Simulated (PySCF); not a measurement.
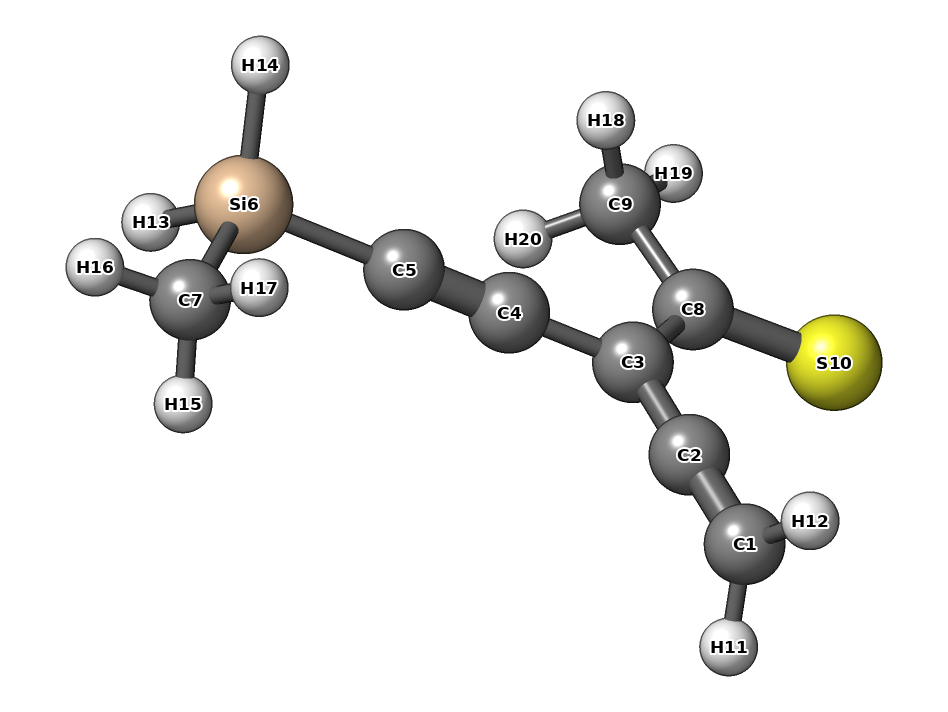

The thickness of each stick grows with its Mayer bond order. Computed geometry: GFN2-xTB optimisation. No frequency run is at hand to confirm it as a minimum. Computed with PBE0/pcSseg-1 (PySCF 2.14.0).

List the Mayer bond orders of C1–C2, C2–C3, C3–C4, C3–C8, C4–C5, C5–Si6, Si6–C7, C8–C9, C8–S10 (bonds between heavy atoms, one of each equivalent set). Atoms whose distances differ by more than 0.02 Å in this geometry are listed apart.

```
  bond  Mayer order  length (Å)
 C1–C2         2.19       1.286
 C2–C3         1.62       1.324
 C3–C4         1.01       1.422
 C3–C8         1.02       1.454
 C4–C5         2.25       1.209
C5–Si6         0.99       1.849
Si6–C7         0.96       1.897
 C8–C9         1.08       1.490
C8–S10         1.86       1.636
```

The geometry is semi-empirical. Around Si such bond lengths and angles can be off by a tenth of an ångström or more and by several degrees, and values that hang on the shape move with them.
